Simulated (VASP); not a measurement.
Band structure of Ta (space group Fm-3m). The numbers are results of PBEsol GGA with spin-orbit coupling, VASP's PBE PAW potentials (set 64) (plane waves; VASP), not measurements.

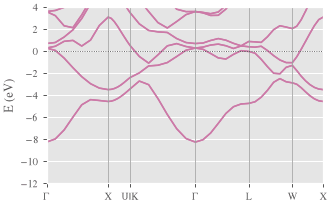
*Bands along high-symmetry lines, zero at the valence-band maximum or, without a gap, the Fermi level*

Question: Read the plot: is there a gap, and where are the band edges?

Answer: It has no gap at this level: it comes out as a metal or semimetal.

The structure comes from a measured Ta entry (Fm-3m) of the Crystallography Open Database, whose conditions weren't checked. It was relaxed first.
